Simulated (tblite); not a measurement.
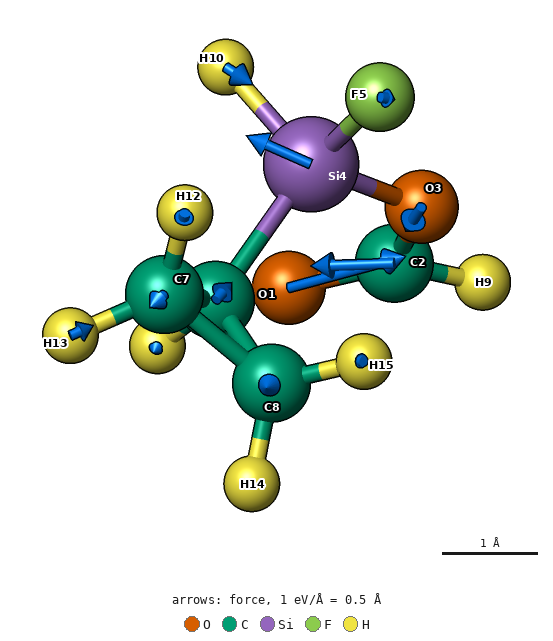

Starting geometry of C4H7FO2Si with the computed forces as blue arrows. The picture is a ball-and-stick view, seen from a free direction.

Method: tblite 0.8.0, GFN2-xTB geometry optimisation, gas phase. 

> What follows when this structure is relaxed?

It isn't relaxed: the largest force vector, on an O atom, is 2.92 eV/Å. The final displacements have little in common with the starting forces (cosine between the two patterns 0.10). The energy falls by 0.218 eV in 82 geometry steps. The largest move after the best rigid fit is that of the F atom, 0.54 Å. By element the largest moves are F 0.54 Å, H 0.42 Å, C 0.23 Å, O 0.20 Å, Si 0.09 Å. Near-neighbour distances that change, for instance: H–Si 1.496 → 1.449 Å, C–O 1.227 → 1.193 Å, C–O 1.337 → 1.310 Å, C–H 1.098 → 1.079 Å. Bond angles that change, for instance: O–Si–F 108.0° → 98.0°, C–Si–H 110.4° → 117.8°, C–O–Si 122.6° → 125.7°. Groups turn about C–Si by about 25°.
